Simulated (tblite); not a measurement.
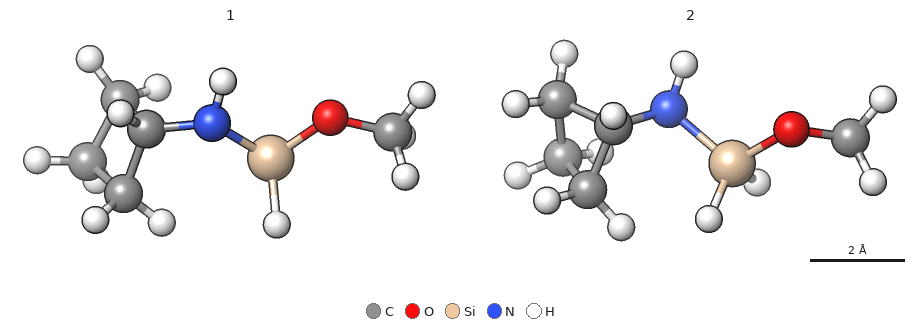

Two geometries of C5H13NOSi, drawn at one scale. One is the start of a relaxation, the other its converged end. Style: ball-and-stick. Shown face on.

Method: tblite, GFN2-xTB geometry optimisation, gas phase. 

Which one is relaxed?

Structure 1 is the relaxed one. After 161 geometry steps the energy has fallen by 107.9 kJ/mol. An H atom moves most after the best rigid fit: 1.54 Å. By element the largest moves are H 1.54 Å, N 1.16 Å, C 0.65 Å, O 0.47 Å, Si 0.13 Å. Near-neighbour distances that change, for instance: N–Si 1.798 → 1.709 Å, O–Si 1.703 → 1.626 Å, C–H 1.125 → 1.091 Å, C–C 1.519 → 1.549 Å. Bond angles that change, for instance: Si–N–C 112.3° → 125.6°, O–Si–N 111.2° → 99.8°, C–O–Si 114.2° → 125.1°. Groups turn about O–Si by about 55°, C–C by about 50°, C–C by about 50°. The run took 2.2 s on 1 thread of Arm Neoverse N1, with other jobs on the host.
